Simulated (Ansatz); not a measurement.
**CH2AlN (SMILES N#[C][AlH2]) at HF/3-21G**

What is the vertical ionisation energy of CH2AlN at HF/3-21G? 

The results are computed with Ansatz 0.2.0.

69 further runs of the same task are left out: 69 set aside as unsound or not needed.

## Step 1: The structure to begin with

The species is CH2AlN (5 atoms), meant as a singlet with charge 0. As SMILES, `N#[C][AlH2]`. The coordinates come from a PBE0-D4/def2-TZVP relaxation.

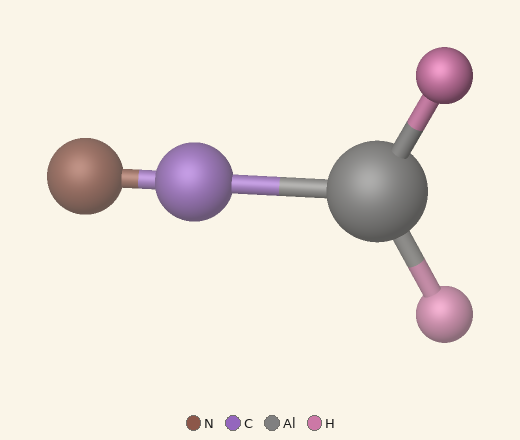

Viewed from a chosen angle; nitrogen brown, carbon purple, aluminium grey, hydrogen pink.

## Step 2: The energy at HF/3-21G

File in.yaml:

```yaml
crystal:
  periodic: [false, false, false]
  atoms:
    - {symbol: "N", position_ang: [1.382300, -1.346000, 1.394200]}
    - {symbol: C, position_ang: [0.714200, -0.698000, 0.711800]}
    - {symbol: Al, position_ang: [-0.407200, 0.390000, -0.434600]}
    - {symbol: H, position_ang: [-1.629700, -0.322900, -1.120200]}
    - {symbol: H, position_ang: [-0.009700, 1.903200, -0.592600]}
basis:
  gaussian:
    orbitals: 3-21G.json
magnetization:
  spin_polarized: false
hamiltonian:
  xc: hf
accuracy: high
output: {orbitals: {seedname: orbitals}}
```

The basis set 3-21G is read from a file made from the Basis Set Exchange's data (not shown).

Command:

```console
ansatz run in.yaml --threads 1 --pin off --max-ram 3480MiB --events-out events.jsonl --progress --plain --runs-dir runs
```

The program printed:

```text
Warning: RAYON_NUM_THREADS=1 ignored (pool sized by the plan → 1); use --threads N
Functional definition: HF
  name "HF"
  exchange = exact_x
  correlation = 0
776 factors; integrals over basis functions are off by at most 4.1e-9 eV
mean field evaluation 1: about -9074.3974 eV, gradient 2.3e1 eV
mean field evaluation 2: about -9074.4060 eV, gradient 2.3e1 eV
mean field evaluation 4: about -9076.0093 eV, gradient 2.4e0 eV
mean field evaluation 8: about -9076.0390 eV, gradient 2.5e-4 eV
mean field -9076.03895324 eV, -333.5382795715 hartree, gradient 5.2e-8 eV, S^2 0.000000; 0 other end points of the search recorded, 0 dependent functions left out
reference -9076.03895324 eV, -333.5382795715 hartree; 14, 14 occupied and 21, 21 virtual orbitals, 776 factors
Total energy: -9076.03895324 eV, -333.5382795715 hartree
```

Run time: 0.22 s. Hardware: 1 thread of Arm Neoverse V2, shared host.

## Step 3: The doublet cation at the same level

File input.yaml:

```yaml
crystal:
  periodic: [false, false, false]
  atoms:
    - symbol: N
      position_ang: [1.382300, -1.346000, 1.394200]
    - symbol: C
      position_ang: [0.714200, -0.698000, 0.711800]
    - symbol: Al
      position_ang: [-0.407200, 0.390000, -0.434600]
    - symbol: H
      position_ang: [-1.629700, -0.322900, -1.120200]
    - symbol: H
      position_ang: [-0.009700, 1.903200, -0.592600]
basis:
  gaussian:
    orbitals: 3-21G.json
total_charge: 1
magnetization:
  spin_polarized: true
  initial_magnetization: 1
hamiltonian:
  xc: hf
accuracy: high
output:
  orbitals: {seedname: orbitals}
```

The basis set 3-21G is read from a file made from the Basis Set Exchange's data (not shown).

Command:

```console
ansatz run input.yaml --threads 1 --pin off --max-ram 3480MiB --events-out events.jsonl --progress --plain --runs-dir runs
```

The program printed, shortened:

```text
Warning: RAYON_NUM_THREADS=1 ignored (pool sized by the plan → 1); use --threads N
Functional definition: HF
  name "HF"
[...]
776 factors; integrals over basis functions are off by at most 4.1e-9 eV
[...]
mean field -9064.84770588 eV, -333.1270088166 hartree, gradient 2.4e-8 eV, S^2 1.115116; 7 other end points of the search recorded, 0 dependent functions left out
reference -9064.84770588 eV, -333.1270088166 hartree; 14, 13 occupied and 21, 22 virtual orbitals, 776 factors
Total energy: -9064.84770588 eV, -333.1270088166 hartree
```

Wall time 1.6 s (1 thread of Arm Neoverse V2, shared host).

## Step 4: Summary of results

Level: HF/3-21G.

```
                                          quantity          value
                      singlet CH2AlN: total energy  -333.53828 Eh
                       singlet CH2AlN: HOMO energy      -12.18 eV
                       singlet CH2AlN: LUMO energy        0.30 eV
                     singlet CH2AlN: HOMO–LUMO gap       12.48 eV
                      doublet cation: total energy  -333.12701 Eh
doublet cation: HOMO energy (highest over α and β)      -17.06 eV
 doublet cation: LUMO energy (lowest over α and β)       -8.38 eV
                              doublet cation: ⟨S²⟩          1.115
vertical ionisation energy (to the doublet cation)      11.191 eV
```

In words: The vertical ionisation energy comes to 11.19 eV (1080 kJ/mol). −ε(HOMO) before ionisation, 12.18 eV, is 0.99 eV above this ionisation energy. ⟨S²⟩ (doublet cation) is 1.12 where a pure doublet has 0.75: the reference is spin-contaminated.
